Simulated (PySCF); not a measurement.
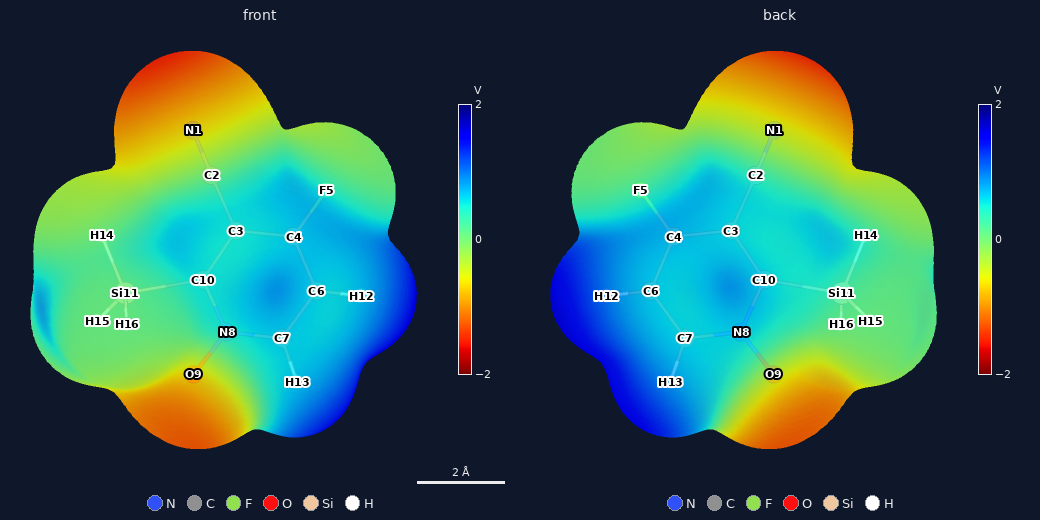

Figure 1: C₆H₅FN₂OSi (SMILES N#Cc1c(F)cc[n+]([O-])c1[SiH3]). The electrostatic potential painted on the density surface at 0.001 e/bohr³, seen from the front and from behind; red is negative and blue positive.

Geometry: GFN2-xTB.

All numbers below come from PBE0/6-31G*, SCF density, gas phase, non-relativistic in PySCF 2.14.0.

```xyz
16

N    -1.7014    3.0552    0.0120
C    -0.9713    2.1740    0.0073
C    -0.0395    1.1069    0.0012
C     1.3380    1.3603   -0.0052
F     1.7988    2.6169   -0.0053
C     2.2318    0.3027   -0.0112
C     1.7437   -0.9852   -0.0110
N     0.4180   -1.2136   -0.0047
O    -0.0698   -2.3815   -0.0044
C    -0.4777   -0.2068    0.0012
Si   -2.1971   -1.0259    0.0087
H     3.2928    0.4906   -0.0160
H     2.3795   -1.8568   -0.0154
H    -3.1278    0.1087    0.0154
H    -2.3193   -1.7661   -1.2364
H    -2.3065   -1.7704    1.2525
```

Q: Describe the electrostatic potential map.

A: The most negative region (about −1.5 V) lies over N1, the most positive (about +1.6 V) over C6, C7, H12 and H13. N1 is the likeliest acceptor of a hydrogen bond.
